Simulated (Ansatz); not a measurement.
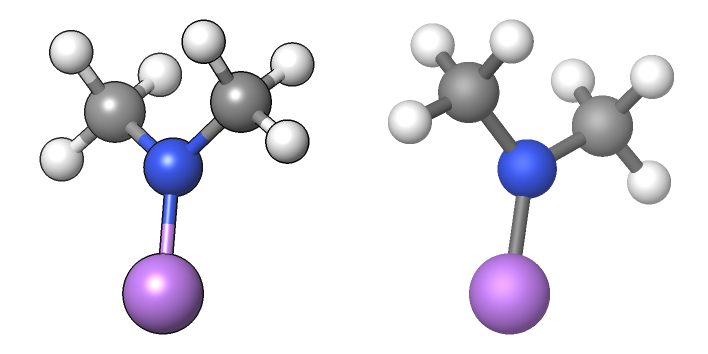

The same structure drawn twice, from different directions. Colours: lithium purple, nitrogen blue, carbon grey, hydrogen white.

The geometry was computed by an optimisation with PBE0-D4/def2-TZVP.

> Give the formula.

C2H6LiN, 10 atoms: 2 carbon, 6 hydrogen, 1 lithium and 1 nitrogen.

> Which point group does it belong to?

C2v.

> What is its SMILES?

[Li][N](C)C

> Count the bonded pairs by element.

6 C–H, 2 C–N, 1 Li–N.

The parts below concern this one geometry. Atoms keep their numbers from picture to picture.

## Levels of theory compared

Program: Ansatz 0.2.0.

Tabulate dipole (D) at these levels: B3LYP-D4/def2-TZVPP; PBE-D4/def2-TZVPP; PBE0-D4/def2-TZVP; r2SCAN-D4/def2-TZVPP; ωB97M-V/def2-TZVPP.

```
               level  dipole (D)
 B3LYP-D4/def2-TZVPP        5.53
   PBE-D4/def2-TZVPP        5.44
   PBE0-D4/def2-TZVP        5.62
r2SCAN-D4/def2-TZVPP        5.68
  ωB97M-V/def2-TZVPP        5.62
```

## Charges

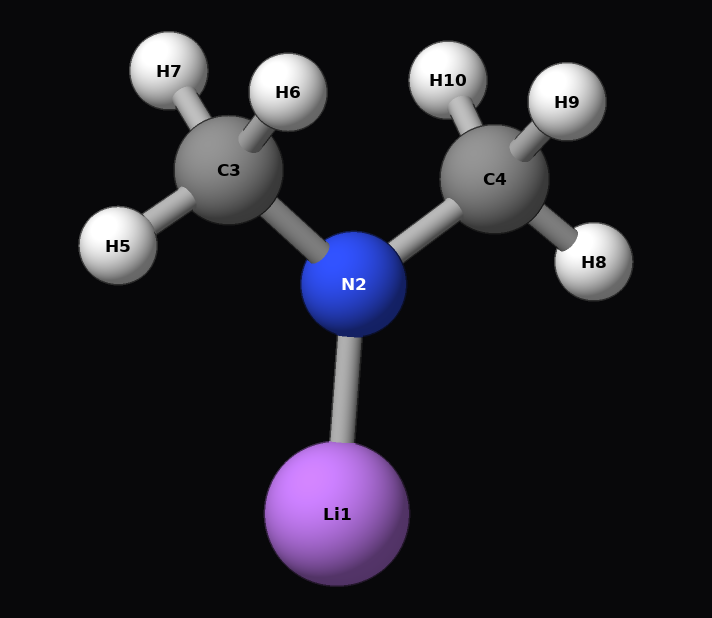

The questions are on Mulliken charges. Method: RKS r2SCAN-D4/def2-TZVPP (Ansatz 0.2.0).

> Which atom carries the highest charge (most positive or least negative)?

Li1 (0.65 e).

> And the lowest?

N2 (−0.78 e).

List the Mulliken charges.

```
atom  value (e)
 Li1       0.65
  N2      −0.78
  C3       0.06
  C4       0.06
  H5      −0.02
  H6       0.01
  H7       0.01
  H8      −0.02
  H9       0.01
 H10       0.01
```

## Thermal motion

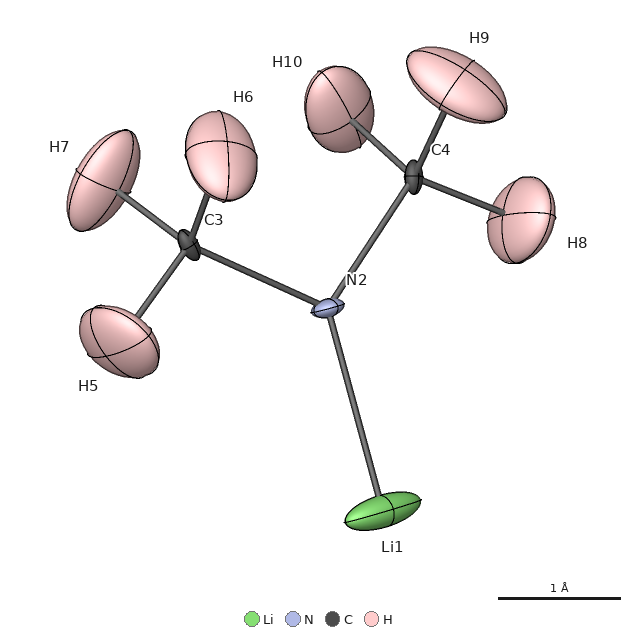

Displacement ellipsoids at the 50 % level, enlarged 1.5 times, from the internal vibrations of the free molecule (harmonic, no overall translation or rotation; no half-axis is drawn under 0.075 Å). Vibrations computed with RKS PBE0-D4/def2-TZVP (Ansatz 0.2.0). Temperature: 200 K.

> Which atom has the largest mean-square displacement?

H5, H8, with U_eq = 0.0218 Å².

> Does H6 move more along its bond or across it?

Across it: the root-mean-square amplitude is 0.083 Å along the bond and up to 0.201 Å across, since bending and torsion are softer than stretching.

List U_eq and the three principal root-mean-square amplitudes for each kind of atom.

```tsv
atom	U_eq (Å²)	rms amplitudes (Å)
Li1	0.0118	0.057, 0.068, 0.166
N2	0.0029	0.033, 0.061, 0.064
C3, C4	0.0019	0.024, 0.035, 0.061
H5, H8	0.0218	0.079, 0.156, 0.187
H6, H7, H9, H10	0.0214	0.083, 0.130, 0.201
```

Mulliken values depend strongly on the basis set and can even reverse the polarity of a bond.
